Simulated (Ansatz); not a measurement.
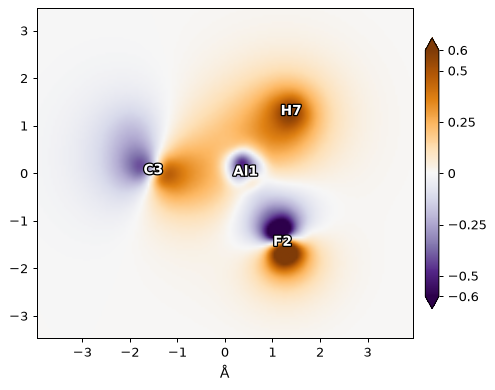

Figure. CH4AlF. The HOMO−1 on the plane of atoms F2, Al1 and H7 (values in Å⁻³ᐟ²; the overall sign is arbitrary).

Theory: RKS PBE-D4/def2-TZVP in Ansatz 0.2.0.

```xyz
7

Al   -0.0027    0.0056   -0.0367
F     0.0049   -0.0035    1.6361
C     1.7062    0.0129   -0.9730
H     2.0493   -1.0206   -1.1470
H     1.6279    0.4950   -1.9589
H     2.4922    0.5203   -0.3953
H    -1.4421   -0.0099   -0.7110
```

What is the character of this orbital?

By Hirshfeld shares it lies mainly on Al1 (about 30 %), H7 (about 25 %), F2 (about 25 %) and C3 (about 15 %). Its energy is −8.65 eV.
